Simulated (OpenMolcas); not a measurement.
**GeH4O2 (SMILES [OH][GeH2][OH]) at 6 levels**

We compute a comparison of 6 runs (HF/STO-3G, HF/3-21G, B3LYP/6-31G*, B3LYP/cc-pVDZ, TPSS/cc-pVDZ, CCSD(T)/cc-pVDZ) of GeH4O2. 

The results are computed with OpenMolcas 26.06.

1 further run of the same task is left out (set aside as unsound or not needed).

**1. The structure to begin with**

GeH4O2 has 7 atoms, charge 0, and is taken as a singlet. SMILES: `[OH][GeH2][OH]`. The O1–H4 distance was set to 1.726 Å, away from the relaxed value. At this shape a bond of the SMILES string is far longer than usual.

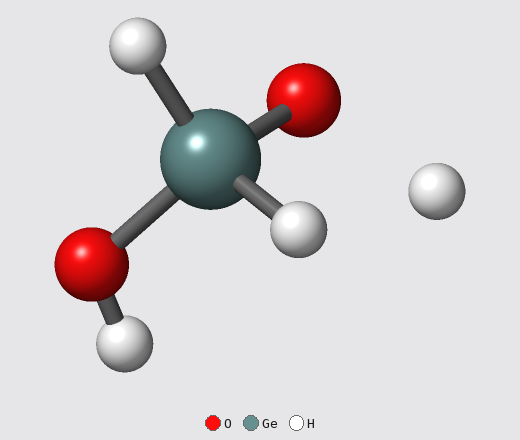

The structure, seen from a chosen angle (oxygen red, germanium teal, hydrogen white).

**2. A single-point energy at HF/STO-3G (run 1)**

Input file job.inp:

```
* GeH4O2 Hartree-Fock
&gateway
baslib = $CurrDir
coord
7
angstrom
O       -1.376424      -0.413840       0.584632
Ge       0.138376       0.379160       1.063832
O        1.462276      -0.796740       1.159132
H       -1.634900      -0.418700      -1.122100
H        0.478276       1.462660       0.019432
H       -0.057624       0.865260       2.495832
H        1.740476      -1.133040       0.304732
basis = STO-3G
group = NoSym
&seward
&scf
thresholds = 1e-10 1e-07 1e-07 1e-05
prorbitals = 1 1
```

The basis set STO-3G is read from a file made from the Basis Set Exchange's data (not shown).

Started as:

```console
export MOLCAS_MEM=1860
pymolcas job.inp > job.log
```

The program printed:

```text
--- Start Module: gateway ---
[...]
--- Stop Module: gateway /rc=_RC_ALL_IS_WELL_ ---
--- Start Module: seward ---
[...]
      Basis functions           32
--- Stop Module: seward /rc=_RC_ALL_IS_WELL_ ---
--- Start Module: scf ---
[...]
       Convergence after  16 Iterations
[...]
::    Total SCF energy                              -2201.5625543786
[...]
      Total spin, S                                     0.0000000000
[...]
      Total electronic charge=   52.000000
      Total            charge=   -0.000000
[...]
      Dipole Moment (debye):
      Origin of the operator (angstrom)=    0.1104    0.0859    0.9845
                   X=  5.8911E-01               Y=  1.1654E+00               Z= -1.1558E+00           Total=  1.7439E+00
      Quadrupole Moment (debye*angstrom):
[...]
--- Stop Module: scf /rc=_RC_ALL_IS_WELL_ ---
[...]
```

It took 1.2 s on 1 thread of Intel Xeon 6975P-C (Granite Rapids), shared host; peak memory 0.37 GiB.

**3. A single-point energy at HF/3-21G (run 2)**

Input file job.inp:

```
>>> EXPORT MOLCAS_PRINT=2
&GATEWAY
BASLIB = $CurrDir
COORD
7
bohr
O     -2.60106439    -0.78204426     1.10479436
Ge     0.26149274     0.71650856     2.01035112
O      2.76330116    -1.50562039     2.19044202
H     -3.08951324    -0.79122833    -2.12046168
H      0.90381065     2.76402681     0.03672116
H     -0.10889358     1.63510443     4.71643893
H      3.28902297    -2.14113529     0.57586002
BASIS = 3-21G
GROUP = NoSym
&SEWARD
&SCF
THRESHOLDS = 1e-10 1e-07 1e-07 1e-05
PRORBITALS = 1 2
```

The basis set 3-21G is read from a file made from the Basis Set Exchange's data (not shown).

Started as:

```console
export MOLCAS_MEM=1860
pymolcas job.inp > job.log
```

The program printed:

```text
--- Start Module: gateway ---
[...]
--- Stop Module: gateway /rc=_RC_ALL_IS_WELL_ ---
--- Start Module: seward ---
[...]
      Basis functions           48
--- Stop Module: seward /rc=_RC_ALL_IS_WELL_ ---
--- Start Module: scf ---
[...]
       Convergence after  16 Iterations
[...]
::    Total SCF energy                              -2216.4455696211
[...]
      Total spin, S                                     0.0000000000
[...]
      Total electronic charge=   52.000000
      Total            charge=   -0.000000
[...]
      Dipole Moment (debye):
      Origin of the operator (angstrom)=    0.1104    0.0859    0.9845
                   X=  4.9587E-01               Y=  1.2980E+00               Z= -2.9186E+00           Total=  3.2325E+00
      Quadrupole Moment (debye*angstrom):
[...]
--- Stop Module: scf /rc=_RC_ALL_IS_WELL_ ---
[...]
```

It took 1.6 s on 1 thread of Intel Xeon 6975P-C (Granite Rapids), shared host; peak memory 0.38 GiB.

Runs 3 to 5 aren't shown in full; the table further down has their settings and results.

**4. The energy at CCSD(T)/cc-pVDZ (run 6)**

Input file mol.xyz:

```xyz
7

O     -1.376424    -0.413840     0.584632
Ge     0.138376     0.379160     1.063832
O      1.462276    -0.796740     1.159132
H     -1.634900    -0.418700    -1.122100
H      0.478276     1.462660     0.019432
H     -0.057624     0.865260     2.495832
H      1.740476    -1.133040     0.304732
```

Input file test.input:

```
* GeH4O2 CCSD(T)
&GATEWAY
BasLib = $CurrDir
Coord = mol.xyz
Basis = cc-pVDZ
Group = NoSym
&SEWARD
&SCF
Thresholds = 1e-10 1e-07 1e-07 1e-05
PrOrbitals = 1 2
&RASSCF
FileOrb = $Project.ScfOrb
Spin = 1
Nactel = 0 0 0
Inactive = 26
Ras2 = 0
OutOrbitals = Canonical
OrbListing = Nothing
&MOTRA
JobIph
Frozen = 11
&CCSDT
CCT
Triples = 2
Iterations = 80
Accuracy = 1e-08
Extrapolation = 5 4
```

The basis set cc-pVDZ is read from a file made from the Basis Set Exchange's data (not shown).

Started as:

```console
export MOLCAS_MEM=1860
pymolcas test.input > test.log
```

The program printed:

```text
--- Start Module: gateway ---
[...]
--- Stop Module: gateway /rc=_RC_ALL_IS_WELL_ ---
[...]
      Basis functions           75
[...]
       Convergence after  17 Iterations
[...]
::    Total SCF energy                              -2227.2573709831
[...]
      Total spin, S                                     0.0000000000
[...]
      Number of active orbitals                  0
[...]
      Spin quantum number                      0.0
[...]
      Active orbitals                            0
[...]
      Number of CSFs                             1
[...]
      Number of root(s) required                 1
[...]
      Convergence after  4 iterations
[...]
      Natural orbitals and occupation numbers for root  1
      ************************************************************************************************************************
      *                                                    Final results                                                     *
      ************************************************************************************************************************
[...]
::    RASSCF root number  1 Total energy:  -2227.25737098
[...]
      Total electronic charge=   52.000000
      Total            charge=   -0.000000
[...]
      Dipole Moment (debye):
      Origin of the operator (angstrom)=    0.1104    0.0859    0.9845
                   X=  3.5511E-01               Y=  1.1586E+00               Z= -2.8733E+00           Total=  3.1184E+00
      Quadrupole Moment (debye*angstrom):
[...]
--- Start Module: motra ---
[...]
--- Stop Module: motra /rc=_RC_ALL_IS_WELL_ ---
--- Start Module: ccsdt ---
[...]
      Convergence after                    25  Iterations
      Total energy (diff) :   -2227.81732705       0.00000001
[...]
 METHOD                       : CCSD+T(CCSD)+<T3(1)WT1> = CCSD(T)
[...]
       CCSD     =     -2227.8173270532047
[...]
```

It took 37 s on 1 thread of Intel Xeon 6975P-C (Granite Rapids), shared host; peak memory 0.43 GiB.

**5. Overview of the runs**

| run | level | integration grid | frozen core orbitals | energy (Eh) | dipole moment (D) of the reference | HOMO energy (eV) | LUMO energy (eV) | wall time |
| --- | --- | --- | --- | --- | --- | --- | --- | --- |
| 1 | HF/STO-3G | – | – | -2201.562554 | 1.74 | -8.30 | 5.27 | 1.2 s |
| 2 | HF/3-21G | – | – | -2216.445570 | 3.23 | -11.62 | 0.92 | 1.6 s |
| 3 | B3LYP/6-31G* (spherical functions) | UltraFine | – | -2229.493441 | 2.83 | -7.97 | -3.82 | 12 s |
| 4 | B3LYP/cc-pVDZ | UltraFine | – | -2229.767257 | 2.65 | -7.94 | -3.86 | 14 s |
| 5 | TPSS/cc-pVDZ | UltraFine | – | -2229.722208 | 2.48 | -6.64 | -4.51 | 26 s |
| 6 | CCSD(T)/cc-pVDZ | – | 11 | -2227.834761 | 3.12 | -11.82 | 0.19 | 37 s |

**6. Results**

| quantity | value |
| --- | --- |
| run 6: total energy | -2227.83476 Eh |
| run 6: dipole moment (mean-field density) | 3.12 D |
| run 6: HOMO energy (Hartree–Fock orbitals) | -11.82 eV |
| run 6: LUMO energy (Hartree–Fock orbitals) | 0.19 eV |
| run 6: HOMO–LUMO gap (Hartree–Fock orbitals) | 12.01 eV |
| run 6: correlation energy (11 core orbitals frozen) | -577.4 mEh |
| run 6: (T) correction | -17.43 mEh |

Over runs 1, 2, 3, 4, 5 the dipole moment (its size) runs from 1.74 D (HF/STO-3G) to 3.23 D (HF/3-21G). Over runs 1, 2, 3, 4, 5 the HOMO–LUMO gap runs from 2.14 eV (TPSS/cc-pVDZ) to 13.57 eV (HF/STO-3G). The two ends differ in method and basis. Totals of different functionals can't be ranked against each other. In run 1 the basis is minimal, so the values are rough. In runs 1, 2, 3, 4, 5, 6 a closed-shell determinant meets a far-stretched bond, which it describes badly. All runs together took 92 s, the longest 37 s.
